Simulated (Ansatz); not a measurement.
# Calculations on SiNH$_{7}$O

**1. Relaxation**

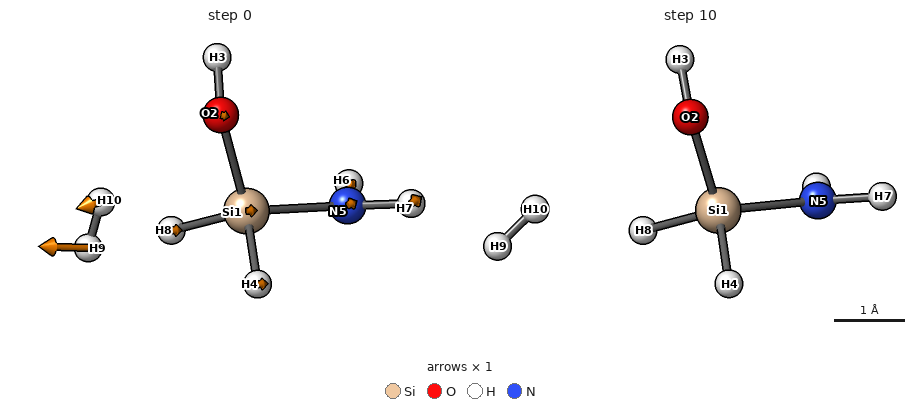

The structure of SiNH₇O before (left) and after (right) a relaxation, at one scale. The orange arrows give the displacements, at their true length.

A ball-and-stick model, seen at a tilt.

The run prepares an end point of a later path (reaction) calculation, from a guessed geometry.

Level of theory: RKS PBE0-D4/def2-SVPD (Ansatz).

Input
```yaml
crystal:
  periodic: [false, false, false]
  atoms:
    - { symbol: Si, position_ang: [-0.100154, 0.161385, 0.068471] }
    - { symbol: O, position_ang: [-0.104194, 0.141103, 1.75078] }
    - { symbol: H, position_ang: [-0.961555, 0.183052, 2.185814] }
    - { symbol: H, position_ang: [1.336284, 0.243062, -0.28512] }
    - { symbol: "N", position_ang: [-0.914359, 1.498466, -0.658628] }
    - { symbol: H, position_ang: [-1.893862, 1.46811, -0.910454] }
    - { symbol: H, position_ang: [-0.563187, 2.445134, -0.59624] }
    - { symbol: H, position_ang: [-0.783155, -1.053739, -0.455784] }
    - { symbol: H, position_ang: [1.256875, -2.022076, 0.784023] }
    - { symbol: H, position_ang: [1.074207, -1.704398, 1.399738] }
basis:
  gaussian: { orbitals: def2-SVPD }
hamiltonian:
  xc: pbe0
  dispersion: d4
relax:
  f_tol: 0.03
  max_steps: 50
```

Command:
```bash
ansatz run input.yaml --threads 4 --pin off --max-ram 5120MiB --backend cpu --events-out ev --progress --plain --runs-dir out
```

### Summarise the run.

After 9 accepted moves (10 points after the start) the energy has fallen by 0.161 eV. Largest force component: 1.5 eV/Å at the start, 0.02 eV/Å at the end. The line search rejected the trial step at point 4 of the run. The forces were under the threshold at step 8, but the run went on from there. The atom that moves furthest after the best rigid fit is H9 (0.82 Å). Largest moves by element: H 0.82 Å, N 0.19 Å, Si 0.18 Å, O 0.14 Å. Some distances before and after: H9–H10 0.717 → 0.762 Å, Si1–N5 1.726 → 1.722 Å. Bond angles that change, for instance: H4–Si1–N5 108.3° → 110.7°.

Limits of the set-up: the start holds two separate molecules, 2.2 Å apart at their closest, whose relative position is a soft coordinate.

**2. Relaxation**

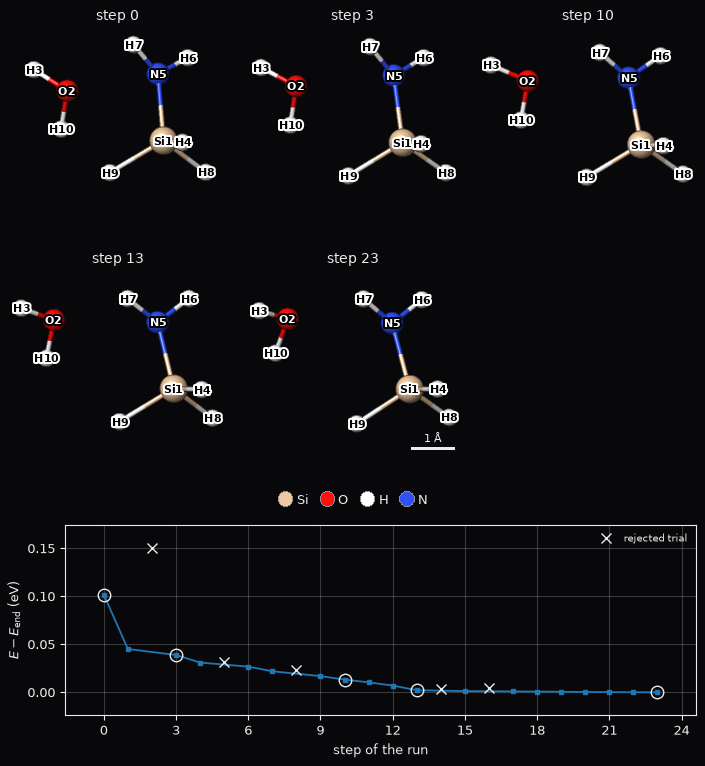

Frames of a relaxation of SiNH7O, marked on the history of the run. The picture is a ball-and-stick view, seen at a tilt.

The run prepares an end point of a later path (reaction) calculation, from a guessed geometry.

Theory: RKS PBE0-D4/def2-SVPD (Ansatz 0.2.0). Set-up: no spin polarisation; force threshold 0.03 eV/Å; at most 50 steps.

Q: Describe the path.

A: After 18 accepted moves (23 points after the start) the energy has fallen by 0.102 eV. The largest force component goes from 0.87 to 0.011 eV/Å. The line search rejected the trial steps at points 2, 5, 8, 14, 16 of the run. The forces were under the threshold at step 15, but the run went on from there. H10 moves most after the best rigid fit: 0.77 Å. By element the largest moves are H 0.77 Å, O 0.58 Å, Si 0.29 Å, N 0.15 Å. Some distances before and after: Si1–H9 1.475 → 1.497 Å, O2–H10 0.982 → 0.962 Å, Si1–H4 1.496 → 1.500 Å. Bond angles that change, for instance: N5–Si1–H9 112.3° → 108.8°, H6–N5–H7 114.6° → 112.2°, Si1–N5–H6 122.8° → 120.4°. The run took 31 s on 4 threads of Arm Neoverse V1 (shared host), peak memory 0.24 GiB. From step 0 to 3: H atoms move most (0.20 Å), energy −0.063 eV. From step 3 to 10: H3 moves most (0.29 Å), energy −0.026 eV. From step 10 to 13: H10 moves most (0.27 Å), energy −0.011 eV. From step 13 to 23: H10 moves most (0.25 Å), energy −0.002 eV.

| step | E − E(0), eV | largest force component, eV/Å | note |
| --- | --- | --- | --- |
| 0 | 0.0000 | 0.8744 |  |
| 1 | -0.0567 | 0.3045 |  |
| 2 | 0.0486 | 1.1741 | rejected |
| 3 | -0.0629 | 0.2914 |  |
| 4 | -0.0708 | 0.1173 |  |
| 5 | -0.0704 | 0.2931 | rejected |
| 6 | -0.0751 | 0.0991 |  |
| 7 | -0.0799 | 0.2940 |  |
| 8 | -0.0787 | 0.9823 | rejected |
| 9 | -0.0850 | 0.0706 |  |
| 10 | -0.0886 | 0.2240 |  |
| 11 | -0.0914 | 0.5803 |  |
| 12 | -0.0948 | 0.1426 |  |
| 13 | -0.0997 | 0.0983 |  |
| 14 | -0.0982 | 0.2064 | rejected |
| 15 | -0.1005 | 0.0239 |  |
| 16 | -0.0977 | 0.5185 | rejected |
| 17 | -0.1009 | 0.0378 |  |
| 18 | -0.1011 | 0.1081 |  |
| 19 | -0.1013 | 0.0632 |  |
| 20 | -0.1015 | 0.0286 |  |
| 21 | -0.1016 | 0.1154 |  |
| 22 | -0.1018 | 0.0507 |  |
| 23 | -0.1019 | 0.0107 |  |

**3. Path**

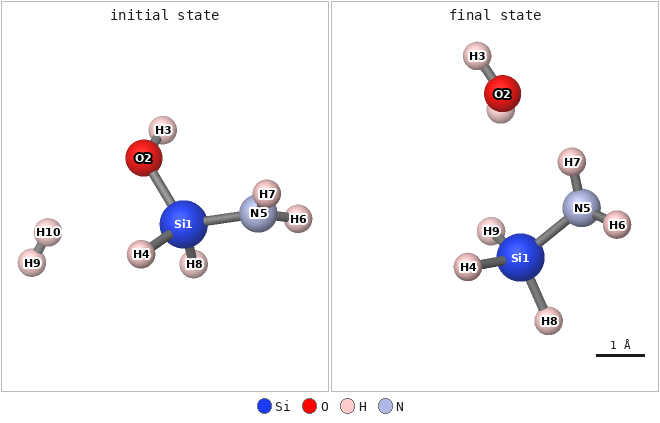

The two relaxed end points of a path for SiNH7O, made up at the start of SiNH₅O and H2. The picture is a ball-and-stick view, seen at a tilt.

These are results of RKS PBE0-D4/def2-SVPD in Ansatz 0.2.0, not measurements.

Set-up: 5 movable images; climbing image; force threshold 0.05 eV/Å; iteration limit 60.

Start:
```xyz
10

Si   -0.1616    0.3228    0.0057
O    -0.1074    0.2627    1.6841
H    -0.9416    0.2102    2.1553
H     1.2775    0.4007   -0.3510
N    -1.0285    1.6484   -0.6700
H    -1.9679    1.5558   -1.0273
H    -0.7307    2.6111   -0.6040
H    -0.8372   -0.8943   -0.5305
H     1.5608   -2.6906    1.1413
H     1.2837   -2.0668    1.4790
```

End:
```xyz
10

Si    0.2716   -0.2750   -0.9045
O    -0.1754    0.3809    2.4875
H     0.1581    0.4861    3.3813
H     1.6162    0.3855   -0.9841
N    -1.0415    0.7221   -0.3729
H    -1.5166    1.3311   -1.0240
H    -1.0124    1.1102    0.5633
H    -0.0691   -0.7860   -2.2657
H     0.4138   -1.4298    0.0375
H    -0.2977   -0.5650    2.3642
```

What barrier does the band find between them, and by what path?

The energy climbs by 2.05 eV to image 3 and then falls by 1.57 eV, so the end point sits at +0.48 eV. Breaking: H9–H10 (0.76 → 1.03 at the top → 2.58 Å), Si1–O2 (1.68 → 1.92 at the top → 3.48 Å). Forming: O2–H10 (2.72 → 1.22 at the top → 0.96 Å), Si1–H9 (3.65 → 1.78 at the top → 1.50 Å). The band is converged. At the top, the vibrational analysis gives one imaginary mode (1370i cm⁻¹), as a transition state must have.

Energies of the converged images:

```
image  path (Å)  E (eV)
    0      0.00   0.000
    1      1.10   0.034
    2      2.19   0.452
    3      3.29   2.045
    4      4.80   0.545
    5      6.31   0.493
    6      7.82   0.479
```

The geometry at the top of the path:

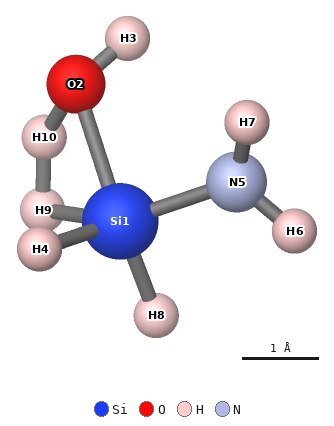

Limits of the set-up: the start holds two separate molecules, 2.7 Å apart at their closest, whose relative position is a soft coordinate.
